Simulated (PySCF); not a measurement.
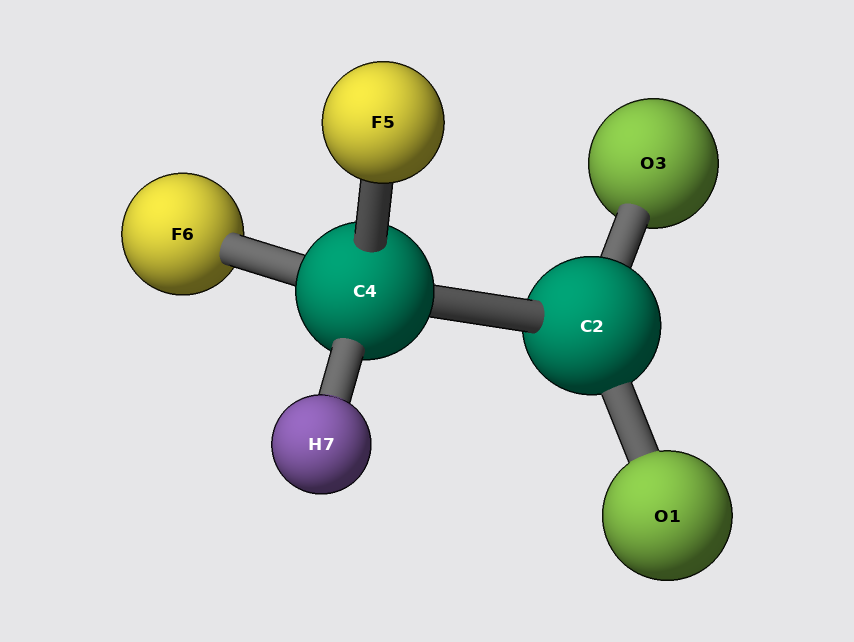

The questions are on isotropic NMR shieldings of the C atoms. State: charge −1, singlet. The geometry was computed by an optimisation with GFN2-xTB. No frequency run is at hand to confirm it as a minimum. Method: GIAO PBE0/pcSseg-1 NMR shielding, non-relativistic, gas phase (PySCF 2.14.0).

Give the isotropic NMR shieldings of the C atoms atom by atom.

```
atom  σ (ppm)
  C2     23.4
  C4     57.4
```
